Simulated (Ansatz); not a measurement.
# Geometry relaxation of CH3ClFNSiZn (part 2 of 2)

Continued. System: CH3ClFNSiZn. Method: RKS PBE0-D4/def2-SVP (Ansatz 0.2.0). It belongs to a series of runs on one base structure; here: end point A relaxed.

Geometry of the input (Å):
```
N  0.4231  -1.4392  -0.7762
C  0.4156  -0.2542  0.1110
Zn 1.0494  1.7271  0.6847
Si -1.1008  0.7293  -0.0097
F  -1.2656  1.4593  -1.5322
Cl -1.2186  2.1901  1.4968
H  1.3723  -1.7738  -0.8418
H  -0.1774  -2.1184  -0.3517
H  0.5905  -0.5666  1.2019
```

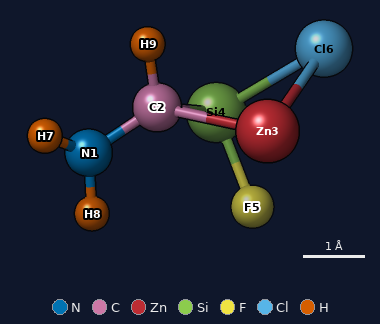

**Figure 1.** The geometry at step 18 of the log (ball-and-stick view, seen at a tilt; atoms are numbered from 1 in the order of the input).

**Trajectory as extended XYZ, continued**
```
9
Properties=species:S:1:pos:R:3:forces:R:3 step=7 energy=-74076.75619
N     0.6072   -1.2645   -0.7310    0.3705  -0.8565   0.5752
C     0.2399   -0.2863    0.2546   -0.2352  -0.1618   0.0044
Zn    0.9669    1.5929    0.0966    0.0513   0.0581   0.0286
Si   -1.5274    0.5370    0.0455    0.0251  -0.4742   0.3469
F    -1.0491    1.4827   -1.2536    0.0683   0.3936  -0.4286
Cl   -0.9458    2.2154    1.4994   -0.0266   0.0159   0.0016
H     1.4950   -1.7280   -0.4370   -0.9697   0.2654  -0.3662
H    -0.1094   -2.0162   -0.8127    0.5824   0.6573   0.0097
H     0.4113   -0.5795    1.3209    0.1338   0.1021  -0.1718
9
Properties=species:S:1:pos:R:3:forces:R:3 step=8 energy=-74076.80051
N     0.6316   -1.2619   -0.7180    0.1287  -0.8907   0.7034
C     0.2582   -0.2786    0.2572   -0.0283  -0.2122  -0.2482
Zn    0.9679    1.6126    0.0941    0.1149   0.1203   0.0028
Si   -1.5108    0.5126    0.0426   -0.1327  -0.2642   0.2838
F    -1.0830    1.4811   -1.2648    0.0951   0.1899  -0.1960
Cl   -0.9578    2.1924    1.5041   -0.0657   0.0050  -0.0076
H     1.4547   -1.8019   -0.3808   -0.8015   0.3578  -0.3718
H    -0.1318   -1.9522   -0.8726    0.6101   0.6058  -0.0129
H     0.4594   -0.5505    1.3210    0.0794   0.0884  -0.1535
9
Properties=species:S:1:pos:R:3:forces:R:3 step=10 energy=-74076.97598
N     0.6694   -1.2979   -0.6188   -0.0659  -1.3946   0.1855
C     0.2939   -0.2658    0.2247   -0.0294   0.1376   0.1207
Zn    0.9629    1.6761   -0.0134    0.1136   0.2278  -0.0531
Si   -1.5025    0.4529    0.0430   -0.1515   0.1922   0.3105
F    -1.1048    1.5014   -1.2316   -0.0498   0.0313  -0.1255
Cl   -0.9956    2.0688    1.5610   -0.1366  -0.0486  -0.0434
H     1.2993   -1.9868   -0.1790   -0.4986   0.3608  -0.4337
H    -0.1179   -1.7831   -1.0870    0.7609   0.4851   0.1042
H     0.5838   -0.4121    1.2840    0.0573   0.0083  -0.0652
9
Properties=species:S:1:pos:R:3:forces:R:3 step=11 energy=-74077.08274
N     0.6802   -1.3745   -0.5439   -1.3291  -0.0842  -0.4395
C     0.3078   -0.2792    0.2190    0.0557  -0.1717  -0.1691
Zn    0.9594    1.7464   -0.1001    0.1200  -0.0601  -0.0671
Si   -1.5055    0.4815    0.0797   -0.0688  -0.0259   0.0747
F    -1.1389    1.5191   -1.2270   -0.0270  -0.0712   0.1872
Cl   -1.0335    2.0401    1.6164    0.0243  -0.0883  -0.2188
H     1.2071   -2.1137   -0.0876   -0.1584   0.0323  -0.1427
H    -0.0283   -1.7167   -1.2477    1.3405   0.5503   0.9322
H     0.6402   -0.3495    1.2738    0.0428  -0.0812  -0.1569
9
Properties=species:S:1:pos:R:3:forces:R:3 step=12 energy=-74077.12797
N     0.6741   -1.3679   -0.4910   -1.0973  -0.8003  -1.4807
C     0.3046   -0.2779    0.2282   -0.0230   0.2462   0.1864
Zn    0.9734    1.7241   -0.1784    0.0429   0.0373  -0.0085
Si   -1.5239    0.4501    0.1063    0.0556   0.2288   0.1353
F    -1.1805    1.5039   -1.1918   -0.0641  -0.1272  -0.0016
Cl   -1.0068    2.0094    1.5996   -0.0892   0.0485   0.0006
H     1.1006   -2.1605   -0.0147   -0.1153   0.1332  -0.2985
H     0.0874   -1.5985   -1.3500    1.3380   0.2945   1.5454
H     0.6598   -0.3290    1.2747   -0.0476  -0.0609  -0.0784
9
Properties=species:S:1:pos:R:3:forces:R:3 step=13 energy=-74077.21374
N     0.6051   -1.3712   -0.4815    0.3750  -0.7427   0.0639
C     0.2991   -0.2711    0.2493   -0.4887  -0.0935  -0.2526
Zn    1.0562    1.7158   -0.1824   -0.0197   0.0059   0.0617
Si   -1.5208    0.4975    0.2143   -0.0621  -0.0599  -0.1862
F    -1.2916    1.4174   -1.1840    0.0124  -0.0866   0.0255
Cl   -1.0201    2.1319    1.5587    0.1685   0.1350   0.0793
H     1.0707   -2.1709   -0.0640    0.0380   0.2345   0.0461
H     0.2741   -1.5721   -1.4167   -0.1700   0.4862  -0.0482
H     0.6158   -0.4237    1.2891    0.1467   0.1212   0.2106
9
Properties=species:S:1:pos:R:3:forces:R:3 step=15 energy=-74077.26580
N     0.5741   -1.3941   -0.4656    0.0669  -0.3571   0.0932
C     0.2398   -0.3082    0.2723    0.0407   0.0854  -0.1027
Zn    1.0532    1.6882   -0.1543    0.0468  -0.0433   0.0350
Si   -1.5524    0.5131    0.2211   -0.0111  -0.0955  -0.1438
F    -1.3179    1.3660   -1.2161   -0.0073  -0.0649   0.1408
Cl   -0.9325    2.1594    1.5377   -0.0093   0.1226   0.0182
H     1.1437   -2.1480   -0.0960   -0.0471   0.1807  -0.0175
H     0.2988   -1.5023   -1.4333   -0.0681   0.1779   0.0034
H     0.5817   -0.4205    1.3170   -0.0115  -0.0058  -0.0266
9
Properties=species:S:1:pos:R:3:forces:R:3 step=16 energy=-74077.28062
N     0.5289   -1.4197   -0.4500    0.1528  -0.2841  -0.0502
C     0.2245   -0.3188    0.2787   -0.0361   0.0805   0.0834
Zn    1.1014    1.6514   -0.1206   -0.0257  -0.0297   0.0572
Si   -1.5636    0.5159    0.2293    0.0504  -0.0633   0.0030
F    -1.3495    1.3367   -1.2163   -0.0057  -0.0206  -0.0362
Cl   -0.9153    2.1995    1.5023    0.0144   0.0391  -0.0093
H     1.2194   -2.0958   -0.1354   -0.1687   0.1580  -0.0339
H     0.2936   -1.4744   -1.4343   -0.0133   0.0919   0.0400
H     0.5491   -0.4413    1.3291    0.0319   0.0283  -0.0541
9
Properties=species:S:1:pos:R:3:forces:R:3 step=17 energy=-74077.28759
N     0.5090   -1.4229   -0.4510    0.1245  -0.1520  -0.0971
C     0.2229   -0.3240    0.2918    0.0045   0.1347   0.1096
Zn    1.1159    1.6339   -0.0781    0.0061   0.0091   0.0313
Si   -1.5608    0.5161    0.2422    0.0094  -0.0643  -0.0121
F    -1.3635    1.2811   -1.2356   -0.0019  -0.0170   0.0446
Cl   -0.9129    2.2374    1.4789    0.0373  -0.0224  -0.0853
H     1.2179   -2.0889   -0.1590   -0.1402   0.1176  -0.0322
H     0.2942   -1.4311   -1.4425   -0.0127   0.0241   0.0775
H     0.5657   -0.4479    1.3361   -0.0270  -0.0297  -0.0363
9
Properties=species:S:1:pos:R:3:forces:R:3 step=18 energy=-74077.29625
N     0.4826   -1.4043   -0.4586    0.0041   0.0575  -0.3114
C     0.2249   -0.3219    0.3279    0.0641  -0.0064  -0.0245
Zn    1.1644    1.6072    0.0019   -0.0290   0.0164   0.0360
Si   -1.5651    0.4942    0.2760    0.1215   0.1558  -0.1468
F    -1.4026    1.1635   -1.2545   -0.0523  -0.1105   0.1701
Cl   -0.8893    2.3020    1.3921   -0.0302  -0.0120  -0.0336
H     1.1995   -2.0729   -0.2063   -0.0229   0.0102   0.0047
H     0.2983   -1.3322   -1.4596    0.0018  -0.0499   0.3179
H     0.5758   -0.4820    1.3639   -0.0570  -0.0611  -0.0123
9
Properties=species:S:1:pos:R:3:forces:R:3 step=19 energy=-74077.30598
N     0.4707   -1.3838   -0.4760   -0.0577   0.2553  -0.2669
C     0.2420   -0.3225    0.3567    0.0856  -0.0862  -0.0504
Zn    1.2014    1.5996    0.0973    0.0387   0.0247   0.0336
Si   -1.5443    0.4936    0.3098   -0.0253   0.1055  -0.0585
F    -1.4400    1.0363   -1.2678   -0.0091  -0.0522   0.1330
Cl   -0.8902    2.3949    1.3088    0.0092  -0.1469  -0.1103
H     1.1805   -2.0718   -0.2611   -0.0026  -0.0004   0.0290
H     0.2850   -1.2576   -1.4724    0.0089  -0.0691   0.3495
H     0.5834   -0.5351    1.3875   -0.0476  -0.0306  -0.0590
9
Properties=species:S:1:pos:R:3:forces:R:3 step=21 energy=-74077.32335
N     0.4676   -1.3214   -0.5069    0.0885   0.1409   0.2108
C     0.2699   -0.3072    0.3900    0.0498  -0.2558  -0.0127
Zn    1.3133    1.5871    0.2777   -0.0225   0.0356   0.0053
Si   -1.5276    0.4819    0.3552   -0.0100   0.1687   0.0675
F    -1.5137    0.8414   -1.2677    0.0039  -0.0259  -0.0281
Cl   -0.8927    2.4906    1.1409    0.0143  -0.1697  -0.0632
H     1.1448   -2.0543   -0.3356   -0.0521   0.0281   0.0055
H     0.2337   -1.1589   -1.4776   -0.0443   0.0389  -0.0727
H     0.5933   -0.6056    1.4068   -0.0275   0.0392  -0.1124
9
Properties=species:S:1:pos:R:3:forces:R:3 step=22 energy=-74077.32630
N     0.4752   -1.2793   -0.5216    0.1668  -0.0892   0.2948
C     0.2801   -0.3025    0.4090    0.0165  -0.1649  -0.0296
Zn    1.3449    1.5929    0.3540    0.0578  -0.0238  -0.0254
Si   -1.5210    0.4840    0.3758   -0.0191   0.0422   0.0046
F    -1.5450    0.7378   -1.2696    0.0399   0.0144   0.0459
Cl   -0.8703    2.5107    1.0625   -0.0981   0.0228  -0.0025
H     1.1126   -2.0510   -0.3613   -0.0899   0.0824  -0.0400
H     0.2148   -1.1006   -1.4804   -0.0644   0.0653  -0.1651
H     0.5972   -0.6385    1.4144   -0.0096   0.0508  -0.0830
9
Properties=species:S:1:pos:R:3:forces:R:3 step=23 energy=-74077.31839 accepted=F
N     0.5202   -1.2602   -0.5247   -0.3345   0.4425  -0.2196
C     0.2888   -0.2954    0.4048    0.2563  -0.2454   0.0183
Zn    1.3408    1.6208    0.3470    0.0470  -0.0237  -0.0166
Si   -1.5173    0.4760    0.3812    0.0140   0.0393  -0.0423
F    -1.5275    0.7321   -1.2636   -0.0212   0.0273   0.0071
Cl   -0.9048    2.5036    1.0701   -0.0783   0.0026  -0.0003
H     1.0130   -2.1162   -0.3467    0.2315  -0.2055   0.1354
H     0.2413   -1.0783   -1.4813   -0.0485  -0.0746  -0.0218
H     0.6339   -0.6289    1.3961   -0.0663   0.0375   0.1398
9
Properties=species:S:1:pos:R:3:forces:R:3 step=24 energy=-74077.33032
N     0.4915   -1.2708   -0.5228    0.0042  -0.0216   0.0440
C     0.2866   -0.3062    0.4123    0.0166  -0.0725   0.0014
Zn    1.3441    1.6006    0.3443    0.0363   0.0071  -0.0072
Si   -1.5161    0.4802    0.3804   -0.0100   0.0457  -0.0019
F    -1.5173    0.7496   -1.2619   -0.0036  -0.0192  -0.0270
Cl   -0.9026    2.5106    1.0573   -0.0302  -0.0048   0.0240
H     1.0857   -2.0728   -0.3612   -0.0040   0.0251  -0.0061
H     0.2033   -1.0973   -1.4779   -0.0164   0.0191  -0.0259
H     0.6132   -0.6403    1.4122    0.0072   0.0211  -0.0012
9
Properties=species:S:1:pos:R:3:forces:R:3 step=26 energy=-74077.33141
N     0.4831   -1.2747   -0.5196   -0.0117   0.0402   0.0040
C     0.2823   -0.3111    0.4152   -0.0238   0.0064  -0.0155
Zn    1.3574    1.6043    0.3399   -0.0071  -0.0128   0.0002
Si   -1.5176    0.4849    0.3739    0.0229   0.0042   0.0386
F    -1.5052    0.7424   -1.2703   -0.0042   0.0133  -0.0322
Cl   -0.9108    2.5068    1.0689   -0.0018  -0.0244  -0.0161
H     1.0930   -2.0652   -0.3661    0.0199  -0.0265  -0.0038
H     0.1889   -1.0978   -1.4740    0.0017   0.0039   0.0276
H     0.6175   -0.6361    1.4149    0.0040  -0.0043  -0.0028
9
Properties=species:S:1:pos:R:3:forces:R:3 step=27 energy=-74077.33157
N     0.4836   -1.2720   -0.5193   -0.0006  -0.0104  -0.0052
C     0.2817   -0.3116    0.4173   -0.0156   0.0186  -0.0021
Zn    1.3593    1.5993    0.3435    0.0011   0.0063  -0.0011
Si   -1.5177    0.4850    0.3749    0.0127  -0.0041   0.0253
F    -1.5061    0.7408   -1.2701    0.0003   0.0004  -0.0227
Cl   -0.9112    2.5064    1.0613   -0.0016  -0.0003   0.0008
H     1.0956   -2.0621   -0.3691    0.0031  -0.0103  -0.0063
H     0.1844   -1.0943   -1.4716    0.0034   0.0042   0.0095
H     0.6189   -0.6378    1.4159   -0.0029  -0.0044   0.0018
9
Properties=species:S:1:pos:R:3:forces:R:3 step=28 energy=-74077.33160
N     0.4844   -1.2712   -0.5196   -0.0005  -0.0069  -0.0030
C     0.2826   -0.3112    0.4177   -0.0100   0.0090  -0.0012
Zn    1.3594    1.6006    0.3439    0.0047   0.0033   0.0001
Si   -1.5163    0.4854    0.3759    0.0018  -0.0109   0.0132
F    -1.5070    0.7383   -1.2700    0.0028   0.0025  -0.0105
Cl   -0.9118    2.5072    1.0602    0.0007   0.0020  -0.0008
H     1.0925   -2.0645   -0.3696    0.0018  -0.0018  -0.0023
H     0.1860   -1.0919   -1.4717   -0.0007   0.0018   0.0007
H     0.6187   -0.6392    1.4160   -0.0007   0.0009   0.0039
```

**Summary**

```csv
quantity,value
outcome,converged
total energy,−74077.3316 eV
mean-field energy,−74077.0756 eV
largest force (length of the vector) at the end,0.017 eV/Å
hardware,"2 threads of Intel Xeon (Granite Rapids), 16 GiB of memory available, shared host"
wall time,90 s (CPU time 2.9 min)
peak memory,0.37 GiB
```
